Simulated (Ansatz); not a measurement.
# CH2BN (SMILES BC#N), step by step

Aim: a series of 30 runs (HF/STO-3G, UHF/STO-3G, HF/3-21G, UHF/3-21G, HF/6-31G*, UHF/6-31G*, B3LYP/6-31G*, UB3LYP/6-31G*, and more) of CH2BN. 

The results are computed with Ansatz 0.2.0.

**1. The system as given**

The species is CH2BN (5 atoms), meant as a singlet with charge 0. SMILES: `BC#N`. The coordinates come from a PBE0-D4/def2-TZVP relaxation. The run starts from this shape.

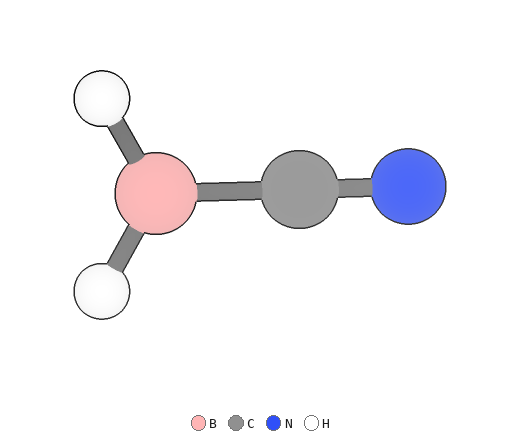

The structure, seen from a chosen angle (boron pink, carbon grey, nitrogen blue, hydrogen white).

**2. A structure relaxation at HF/STO-3G (run 1)**

in.yaml

```yaml
crystal:
  periodic: [false, false, false]
  atoms:
    - {symbol: B, position_ang: [-0.219200, 0.441300, -0.341900]}
    - {symbol: C, position_ang: [0.352700, -0.696700, 0.490700]}
    - {symbol: "N", position_ang: [0.786500, -1.559600, 1.122200]}
    - {symbol: H, position_ang: [-0.744300, 0.187400, -1.377600]}
    - {symbol: H, position_ang: [-0.125900, 1.554000, 0.065300]}
basis:
  gaussian:
    orbitals: STO-3G
hamiltonian:
  xc: hf
relax:
  f_tol: 0.002
output: {orbitals: {seedname: orbitals}}
```

Run with:

```sh
$ ansatz run in.yaml --threads 1 --pin off --max-ram 3480MiB --events-out events.jsonl --progress --plain --runs-dir runs
```

The log of the run:

```text
Warning: RAYON_NUM_THREADS=1 ignored (pool sized by the plan → 1); use --threads N
The last accepted step is kept in runs//last_step.txt (removed where the run ends without a failure and the disk answers)
[... 43 lines left out ...]
Total energy: -3174.01931255 eV, -116.6430583085 hartree
[... 5 lines left out ...]
Dipole moment:    -0.179925     0.357953    -0.261934 e Å
```

Run time: 1.5 s. Hardware: 1 thread of Intel Xeon Platinum 8488C (Sapphire Rapids), shared host; peak memory 0.12 GiB.

Step by step:

```
step  energy from the first frame kept (eV)  largest force (eV/Å)
   1                                 0.0000                0.9976
   2                                -0.0292                0.3780
   3                                -0.0297                0.0226
   4                                -0.0295                0.0626
   5                                -0.0297                0.0024
```

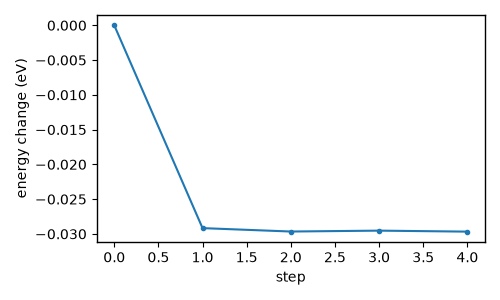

Energy along the run.

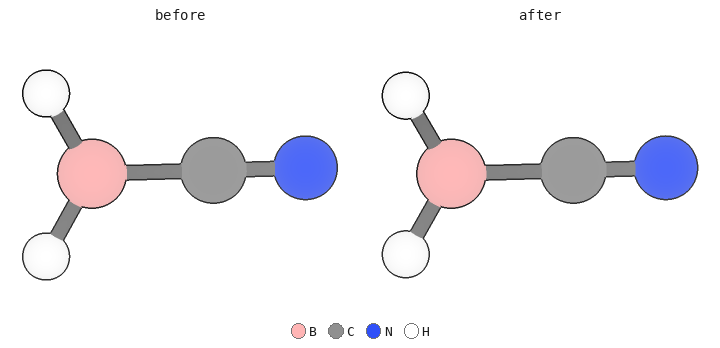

Before and after, at one scale.

After the run. Bond lengths: B1–C2 1.528 Å, C2–N3 1.160 Å, B1–H4 1.162 Å, B1–H5 1.162 Å. Angles: B1–C2–N3 180.0°, C2–B1–H4 119.4°, C2–B1–H5 119.4°, H4–B1–H5 121.2°.

**3. Vibrational wavenumbers at HF/STO-3G (run 2)**

run.yaml

```yaml
basis:
  gaussian:
    orbitals: STO-3G
crystal:
  periodic: [false, false, false]
  atoms:
    - {symbol: B, position_ang: [-0.221223, 0.445212, -0.344814]}
    - {symbol: C, position_ang: [0.353238, -0.697691, 0.491474]}
    - {symbol: "N", position_ang: [0.789211, -1.565017, 1.126146]}
    - {symbol: H, position_ang: [-0.736407, 0.207456, -1.358654]}
    - {symbol: H, position_ang: [-0.135019, 1.536440, 0.044548]}
hamiltonian:
  xc: hf
phonons:
  temperatures:
    t_min: 298.15
    t_max: 298.15
    t_step: 1
```

Run with:

```sh
$ ansatz run run.yaml --threads 1 --pin off --max-ram 3480MiB --events-out events.jsonl --progress --plain --runs-dir runs
```

The log of the run:

```text
Warning: RAYON_NUM_THREADS=1 ignored (pool sized by the plan → 1); use --threads N
[... 169 lines left out ...]
Total energy: -3174.01932162 eV, -116.6430586421 hartree
[... 5 lines left out ...]
Dipole moment:    -0.179925     0.357953    -0.261934 e Å
Vibrations: 372.56 388.25 993.27 1051.69 1158.74 1481.92 2643.08 3194.85 3348.99 cm⁻¹, zero-point energy 0.907152 eV
```

It took 3.6 s on 1 thread of Intel Xeon Platinum 8488C (Sapphire Rapids), shared host.

Runs 3 to 26 aren't shown in full; the table further down has their settings and results.

**4. A geometry optimisation at MP2/aug-cc-pVDZ (run 27)**

in.yaml

```yaml
crystal:
  periodic: [false, false, false]
  atoms:
    - {symbol: B, position_ang: [-0.219200, 0.441300, -0.341900]}
    - {symbol: C, position_ang: [0.352700, -0.696700, 0.490700]}
    - {symbol: N, position_ang: [0.786500, -1.559600, 1.122200]}
    - {symbol: H, position_ang: [-0.744300, 0.187400, -1.377600]}
    - {symbol: H, position_ang: [-0.125900, 1.554000, 0.065300]}
basis:
  gaussian:
    orbitals: aug-cc-pVDZ
correlation:
  method: mp2
output: {orbitals: {seedname: orbitals}}
relax:
  f_tol: 0.002
```

Run with:

```sh
$ ansatz run in.yaml --threads 1 --pin off --max-ram 3480MiB --events-out events.jsonl --progress --plain --runs-dir runs
```

The log of the run:

```text
Warning: RAYON_NUM_THREADS=1 ignored (pool sized by the plan → 1); use --threads N
[... 1 set-up line as earlier in the session ...]
[... 37 lines left out ...]
3 core orbitals not correlated: weight in the atoms' cores, before any rotation towards them, 1.000 or more for the frozen orbitals, at most 0.000 for the correlated occupied ones
[... 25 lines left out ...]
Dipole moment:    -0.223292     0.444108    -0.324951 e Å
Checks for a lower state left out: cluster_reference
```

Wall time 11 s (1 thread of Intel Xeon Platinum 8488C (Sapphire Rapids), shared host); peak memory 0.18 GiB.

Steps, from the record of the run:

```
step  energy from the first frame kept (eV)  largest force (eV/Å)
   1                                 0.0000                3.9814
   2                                -0.0784                0.2634
   3                                -0.0802                0.0558
   4                                -0.0802                0.0255
   5                                -0.0802                0.0005
```

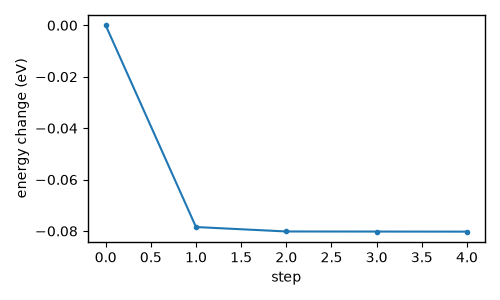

Energy along the run.

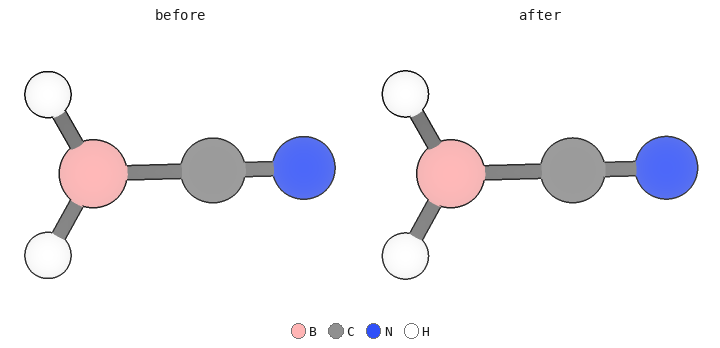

Before and after, at one scale.

After the run. Bond lengths: B1–C2 1.551 Å, C2–N3 1.189 Å, B1–H4 1.196 Å, B1–H5 1.196 Å. Angles: B1–C2–N3 180.0°, C2–B1–H4 118.8°, C2–B1–H5 118.8°, H4–B1–H5 122.5°.

Runs 28 to 29 aren't shown in full; the table further down has their settings and results.

**5. The harmonic vibrations at SVWN5/def2-TZVP (run 30)**

in.yaml

```yaml
crystal:
  periodic: [false, false, false]
  atoms:
    - {symbol: B, position_ang: [-0.215925, 0.434673, -0.337088]}
    - {symbol: C, position_ang: [0.349258, -0.689784, 0.485710]}
    - {symbol: N, position_ang: [0.785790, -1.558253, 1.121174]}
    - {symbol: H, position_ang: [-0.746050, 0.181727, -1.382108]}
    - {symbol: H, position_ang: [-0.123273, 1.558038, 0.071012]}
basis:
  gaussian: {orbitals: def2-TZVP}
hamiltonian: {xc: {name: SVWN5}}
phonons: {temperatures: {t_min: 298.15, t_max: 298.15, t_step: 1}}
```

Run with:

```sh
$ ansatz run in.yaml --threads 1 --pin off --max-ram 3480MiB --events-out events.jsonl --progress --plain --runs-dir runs
```

The log of the run:

```text
Warning: RAYON_NUM_THREADS=1 ignored (pool sized by the plan → 1); use --threads N
[... 19 lines left out ...]
592 factors; their error is unknown
[... 31 lines left out ...]
592 factors; their error is unknown
[... 30 lines left out ...]
592 factors; their error is unknown
[... 30 lines left out ...]
592 factors; their error is unknown
[... 25 lines left out ...]
592 factors; their error is unknown
[... 4 lines left out ...]
592 factors; their error is unknown
[... 5 lines left out ...]
592 factors; their error is unknown
[... 4 lines left out ...]
592 factors; their error is unknown
[... 4 lines left out ...]
592 factors; their error is unknown
[... 4 lines left out ...]
592 factors; their error is unknown
[... 10 lines left out ...]
Dipole moment:    -0.201209     0.400299    -0.292904 e Å
Vibrations: 273.64 312.46 832.68 892.31 943.58 1149.03 2250.64 2561.45 2659.67 cm⁻¹, zero-point energy 0.736185 eV
```

Run time: 17 s. Hardware: 1 thread of Intel Xeon Platinum 8488C (Sapphire Rapids), shared host; peak memory 0.14 GiB.

**6. Overview of the runs**

```
run                                level         task  walk f tol  partner  energy (Eh)  dipole moment (D)  wall time
  1                            HF/STO-3G     optimise       0.002     base  -116.643058               2.30      1.5 s
  2                            HF/STO-3G  frequencies           –     base  -116.643059               2.30      3.6 s
  3                           UHF/STO-3G       energy           –   cation  -116.267188                  –     0.24 s
  4                           UHF/STO-3G     optimise           –   cation  -116.295591                  –      2.4 s
  5                             HF/3-21G     optimise       0.002     base  -117.480732               2.78      1.9 s
  6                             HF/3-21G  frequencies           –     base  -117.480732               2.78      4.8 s
  7                            UHF/3-21G       energy           –   cation  -117.051329                  –     0.44 s
  8                            UHF/3-21G     optimise           –   cation  -117.060956                  –        3 s
  9      HF/6-31G* (Cartesian functions)     optimise       0.002     base  -118.145292               3.08      3.6 s
 10      HF/6-31G* (Cartesian functions)  frequencies           –     base  -118.145292               3.08      9.9 s
 11     UHF/6-31G* (Cartesian functions)       energy           –   cation  -117.727900                  –      1.1 s
 12     UHF/6-31G* (Cartesian functions)     optimise           –   cation  -117.737059                  –      9.3 s
 13   B3LYP/6-31G* (Cartesian functions)     optimise       0.002     base  -118.876293               2.53      5.4 s
 14   B3LYP/6-31G* (Cartesian functions)  frequencies           –     base  -118.876293               2.53       17 s
 15  UB3LYP/6-31G* (Cartesian functions)       energy           –   cation  -118.429434                  –      1.4 s
 16  UB3LYP/6-31G* (Cartesian functions)     optimise           –   cation  -118.434777                  –       11 s
 17                         PBE/def2-SVP     optimise       0.002     base  -118.615282               2.33      3.6 s
 18                         PBE/def2-SVP  frequencies           –     base  -118.615282               2.33       10 s
 19                        UPBE/def2-SVP       energy           –   cation  -118.176496                  –      1.7 s
 20                        UPBE/def2-SVP     optimise           –   cation  -118.184009                  –        9 s
 21     MP2/6-31G* (Cartesian functions)     optimise       0.002     base  -118.494780               2.67      3.9 s
 22     MP2/6-31G* (Cartesian functions)  frequencies           –     base  -118.494780               2.67       14 s
 23    UMP2/6-31G* (Cartesian functions)       energy           –   cation  -118.021737                  –      1.1 s
 24    UMP2/6-31G* (Cartesian functions)     optimise           –   cation  -118.022507                  –      7.8 s
 25                 PBE-D3(BJ)/def2-TZVP     optimise       0.002     base  -118.753499               2.54      8.7 s
 26                 PBE-D3(BJ)/def2-TZVP  frequencies           –     base  -118.753499               2.54       23 s
 27                      MP2/aug-cc-pVDZ     optimise       0.002     base  -118.527062               2.85       11 s
 28                      MP2/aug-cc-pVDZ  frequencies           –     base  -118.527062               2.85       49 s
 29                      SVWN5/def2-TZVP     optimise       0.002     base  -117.808502               2.57      6.6 s
 30                      SVWN5/def2-TZVP  frequencies           –     base  -117.808502               2.57       17 s
```

**7. Results**

| quantity | value |
| --- | --- |
| run 30, SVWN5/def2-TZVP: total energy | -117.80850 Eh |
| run 30, SVWN5/def2-TZVP: dipole moment | 2.57 D |
| run 30, SVWN5/def2-TZVP: largest force on an atom | 0.000 eV/Å |
| run 30, SVWN5/def2-TZVP: lowest harmonic wavenumber | 274 cm⁻¹ |
| run 30, SVWN5/def2-TZVP: highest harmonic wavenumber | 2660 cm⁻¹ |
| run 30, SVWN5/def2-TZVP: zero-point energy | 71.0 kJ/mol |
| vertical ionisation energy (to the doublet cation), HF/3-21G | 11.685 eV |
| vertical ionisation energy (to the doublet cation), B3LYP/6-31G* | 12.160 eV |
| vertical ionisation energy (to the doublet cation), PBE/def2-SVP | 11.940 eV |
| adiabatic ionisation energy (to the doublet cation, no zero-point term), HF/3-21G | 11.423 eV |
| adiabatic ionisation energy (to the doublet cation, no zero-point term), HF/6-31G* | 11.109 eV |
| adiabatic ionisation energy (to the doublet cation, no zero-point term), B3LYP/6-31G* | 12.014 eV |
| adiabatic ionisation energy (to the doublet cation, no zero-point term), PBE/def2-SVP | 11.736 eV |
| adiabatic ionisation energy (to the doublet cation, no zero-point term), MP2/6-31G* | 12.851 eV |

**Reading.** At HF/3-21G: the vertical ionisation energy comes to 11.68 eV (269 kcal/mol). At B3LYP/6-31G*: removing an electron at fixed nuclei costs 12.16 eV (280 kcal/mol). At PBE/def2-SVP: the vertical ionisation energy comes to 11.94 eV (275 kcal/mol). At HF/3-21G: the adiabatic ionisation energy (to the doublet cation, no zero-point term) is 11.42 eV (263 kcal/mol). Its partner is spin-contaminated (⟨S²⟩ = 0.92 against 0.75), so the difference is in doubt. At HF/6-31G*: the adiabatic ionisation energy (to the doublet cation, no zero-point term) is 11.11 eV (1072 kJ/mol). Totals of different functionals can't be ranked against each other. In runs 21, 22, 27, 28 the log says that unrestricted orbitals would lower the reference, so the values rest on an unstable closed-shell determinant (other closed-shell runs at this shape may share the fault). In runs 1, 2, 3, 4 the basis is minimal, so the values are rough. Spin contamination of the reference: run 4 ⟨S²⟩ = 1.30, run 3 ⟨S²⟩ = 1.16, run 8 ⟨S²⟩ = 0.92. All runs together took 4.1 min, the longest 49 s.
